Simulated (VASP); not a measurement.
Here is the system:

```xyz
3
Lattice="0.0000 3.4036 3.4036 3.4036 0.0000 3.4036 3.4036 3.4036 0.0000" Properties=species:S:1:pos:R:3 pbc="T T T"
Mg     1.7018     1.7018     1.7018
Mg     5.1054     5.1054     5.1054
Sn     0.0000     0.0000     0.0000
```

Method: PBE GGA, VASP's PBE PAW potentials (set 64) (plane waves; VASP). Run with 520 eV cut-off, 10×10×10 Γ-centred mesh, tetrahedra with Blöchl corrections, potentials Mg Sn_d.

Unless said otherwise, spin-orbit coupling is left out, though it shifts the bands of the heavy elements here.

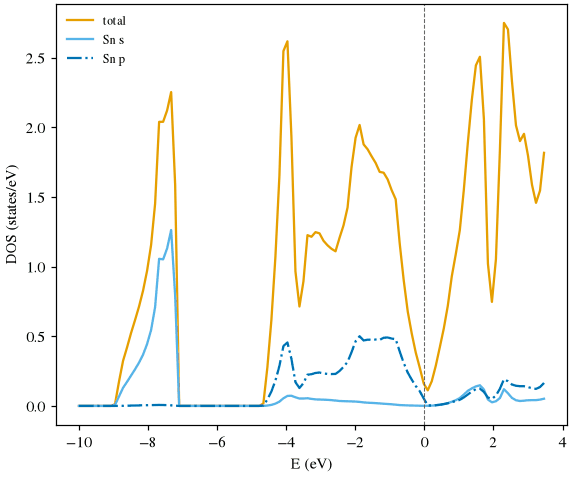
Fig. 1. Total and projected density of states, zero at the Fermi level

Within 2 eV below the Fermi level the largest weight inside VASP's projection spheres is Sn p.

It has no gap at this level: it comes out as a metal or semimetal.

The compound is Mg2Sn in the antifluorite structure. It was relaxed first.
